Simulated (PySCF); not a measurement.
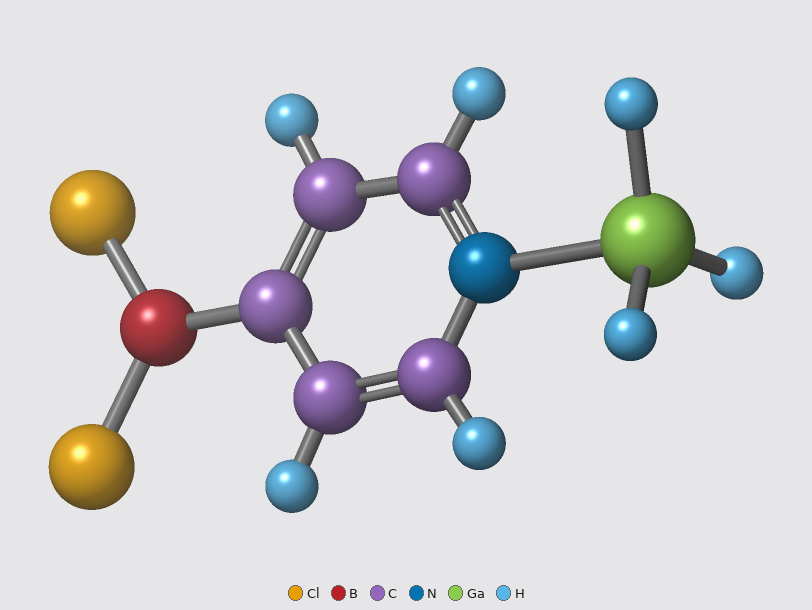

The geometry was computed by an optimisation with PBE0-D3(BJ)/def2-SVP. No frequency run is at hand to confirm it as a minimum.

Draw it as a skeletal formula.

SMILES: ClB(Cl)c1cc[n+]([GaH3-])cc1

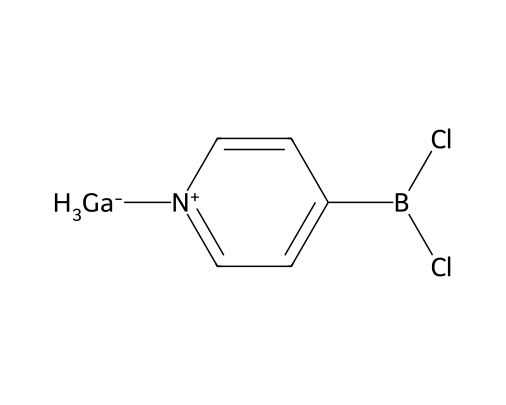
